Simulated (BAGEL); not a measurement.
**CH3F (fluoromethane) at RI-MP2/def2-TZVPP (density fitting with qzvpp-jkfit)**

Aim: the energy change on altering one bond length of CH3F (fluoromethane) at RI-MP2/def2-TZVPP (density fitting with qzvpp-jkfit), from 2 runs. 

The results are computed with BAGEL 1.2.2.

7 further runs of the same task are left out: 5 that didn't finish, 2 set aside as unsound or not needed. Runs told in other sessions of the task aren't counted.

## 1. The molecule

CH3F has 5 atoms, charge 0, and is taken as a singlet. SMILES: `CF`. The coordinates come from a PBE0-D4/def2-TZVP relaxation.

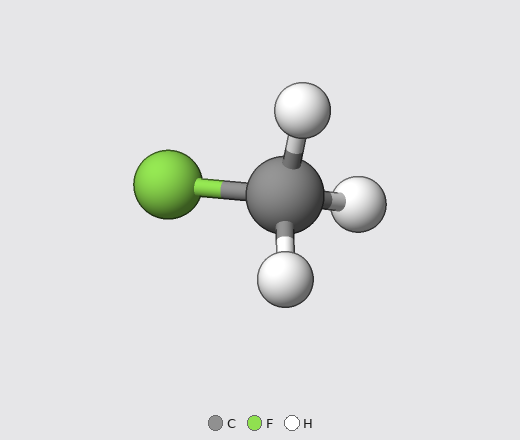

Viewed from a chosen angle; carbon grey, fluorine green, hydrogen white.

## 2. A single-point energy at RI-MP2/def2-TZVPP (density fitting with qzvpp-jkfit)

input.json

```json
{ "bagel" : [

{
  "title" : "molecule",
  "basis" : "tzvpp",
  "df_basis" : "qzvpp-jkfit",
  "angstrom" : true,
  "geometry" : [
    { "atom" : "C", "xyz" : [      -0.050700,       0.032900,       0.007800 ] },
    { "atom" : "F", "xyz" : [       1.094100,      -0.710500,      -0.168600 ] },
    { "atom" : "H", "xyz" : [      -0.918700,      -0.626900,      -0.058000 ] },
    { "atom" : "H", "xyz" : [      -0.104800,       0.796000,      -0.772000 ] },
    { "atom" : "H", "xyz" : [      -0.019800,       0.508500,       0.990700 ] }
  ]
},

{ "title" : "hf" },

{ "title" : "mp2", "ncore" : 2 }

]}
```

Command:

```sh
$ BAGEL_NUM_THREADS=1 BAGEL input.json > input.out
```

Log:

```text
* using 1 threads per process

  ===============================================================
  ===============================================================

  *** Geometry ***

  { "atom" : "C", "xyz" : [     -0.095809,      0.062172,      0.014740 ] },
  { "atom" : "F", "xyz" : [      2.067549,     -1.342650,     -0.318608 ] },
  { "atom" : "H", "xyz" : [     -1.736091,     -1.184669,     -0.109604 ] },
  { "atom" : "H", "xyz" : [     -0.198043,      1.504222,     -1.458869 ] },
  { "atom" : "H", "xyz" : [     -0.037417,      0.960926,      1.872152 ] },

  Number of auxiliary basis functions:      206

  Since a DF basis is specified, we compute 2- and 3-index integrals:
    o Being stored without compression. Storage requirement is 0.018 GB

  Number of basis functions:      104
  Number of electrons      :       18

    * METHOD: MOLECULE                             0.06

  *** RHF ***

  === Nuclear Repulsion ===
    37.4512500556

      * DIIS with orbital gradients will be used.

  === RHF iteration (tzvpp) ===
      0       -138.98586722          0.01877434           0.01
      1       -139.06552331          0.01083532           0.01
      2       -139.10104453          0.00174314           0.02
      3       -139.10213037          0.00050135           0.01
      4       -139.10219624          0.00008534           0.02
      5       -139.10219981          0.00002075           0.01
      6       -139.10220009          0.00000479           0.01
      7       -139.10220011          0.00000135           0.01
      8       -139.10220011          0.00000057           0.01
      9       -139.10220011          0.00000013           0.02
     10       -139.10220011          0.00000003           0.02
     11       -139.10220011          0.00000001           0.01
     12       -139.10220011          0.00000000           0.01
    * SCF iteration converged.

    * Permanent dipole moment:
           (    0.660930,    -0.429164,    -0.101842) a.u.

    * METHOD: HF                                   0.24

  *** RHF ***

  === Nuclear Repulsion ===
    37.4512500556

      * DIIS with orbital gradients will be used.

  === RHF iteration (tzvpp) ===
      0       -139.10220011          0.00000000           0.01
    * SCF iteration converged.

    * Permanent dipole moment:
           (    0.660930,    -0.429164,    -0.101842) a.u.

  === DF-MP2 calculation ===

    * freezing 2 orbitals
    * 3-index integral transformation done
    * assembly done

      MP2 correlation energy:   -0.4317419339      0.01

      MP2 total energy:       -139.5339420414

    * METHOD: MP2                                  0.05

  ===============================================================
```

Wall time 0.52 s (1 thread of Arm Neoverse V2, shared host).

## 3. The distorted shape

job.json

```json
{ "bagel": [

{
  "title": "molecule",
  "basis": "tzvpp",
  "df_basis": "qzvpp-jkfit",
  "angstrom": true,
  "geometry": [
    { "atom": "C", "xyz": [   -0.034471,   -0.196017,    0.241726 ] },
    { "atom": "F", "xyz": [    1.110329,   -0.939417,    0.065326 ] },
    { "atom": "H", "xyz": [   -0.902471,   -0.855817,    0.175926 ] },
    { "atom": "H", "xyz": [   -0.104800,    0.796000,   -0.772000 ] },
    { "atom": "H", "xyz": [   -0.003571,    0.279583,    1.224626 ] }
  ]
},
{
  "title": "hf"
},
{
  "title": "mp2",
  "ncore": 2
}

]}
```

Command:

```sh
$ BAGEL_NUM_THREADS=1 BAGEL job.json > job.out
```

Log:

```text
* using 1 threads per process

  ===============================================================
  ===============================================================

  *** Geometry ***

  { "atom" : "C", "xyz" : [     -0.065141,     -0.370418,      0.456796 ] },
  { "atom" : "F", "xyz" : [      2.098218,     -1.775241,      0.123448 ] },
  { "atom" : "H", "xyz" : [     -1.705423,     -1.617260,      0.332452 ] },
  { "atom" : "H", "xyz" : [     -0.198043,      1.504222,     -1.458869 ] },
  { "atom" : "H", "xyz" : [     -0.006748,      0.528335,      2.314208 ] },

  Number of auxiliary basis functions:      206

  Since a DF basis is specified, we compute 2- and 3-index integrals:
    o Being stored without compression. Storage requirement is 0.018 GB

  Number of basis functions:      104
  Number of electrons      :       18

    * METHOD: MOLECULE                             0.06

  *** RHF ***

  === Nuclear Repulsion ===
    36.4314376550

      * DIIS with orbital gradients will be used.

  === RHF iteration (tzvpp) ===
      0       -138.93539402          0.01847965           0.01
      1       -139.01669538          0.01134592           0.01
      2       -139.05736709          0.00167647           0.01
      3       -139.05852099          0.00050860           0.01
      4       -139.05860599          0.00010808           0.01
      5       -139.05861343          0.00002775           0.02
      6       -139.05861409          0.00000567           0.01
      7       -139.05861411          0.00000144           0.02
      8       -139.05861412          0.00000058           0.01
      9       -139.05861412          0.00000015           0.01
     10       -139.05861412          0.00000004           0.01
     11       -139.05861412          0.00000002           0.02
     12       -139.05861412          0.00000000           0.01
    * SCF iteration converged.

    * Permanent dipole moment:
           (    0.635664,    -0.315072,    -0.203719) a.u.

    * METHOD: HF                                   0.25

  *** RHF ***

  === Nuclear Repulsion ===
    36.4314376550

      * DIIS with orbital gradients will be used.

  === RHF iteration (tzvpp) ===
      0       -139.05861412          0.00000000           0.01
    * SCF iteration converged.

    * Permanent dipole moment:
           (    0.635664,    -0.315072,    -0.203719) a.u.

  === DF-MP2 calculation ===

    * freezing 2 orbitals
    * 3-index integral transformation done
    * assembly done

      MP2 correlation energy:   -0.4355857589      0.01

      MP2 total energy:       -139.4941998747

    * METHOD: MP2                                  0.05

  ===============================================================
```

Wall time 0.52 s (1 thread of Arm Neoverse V2, shared host).

## 4. Results

At RI-MP2/def2-TZVPP (density fitting with qzvpp-jkfit), 2 core orbitals frozen:

| quantity | value |
| --- | --- |
| first shape: total energy | -139.53394 Eh |
| first shape: correlation energy (2 core orbitals frozen) | -431.7 mEh |
| distorted shape: total energy | -139.49420 Eh |
| distorted shape: correlation energy (2 core orbitals frozen) | -435.6 mEh |
| energy change with the C1–H4 bond stretched from 1.092 to 1.420 Å | 1.081 eV |

With the C1–H4 bond stretched from 1.092 to 1.420 Å the energy rises by 1.08 eV (25 kcal/mol). The first shape isn't relaxed at this level, so the change isn't measured from a minimum.
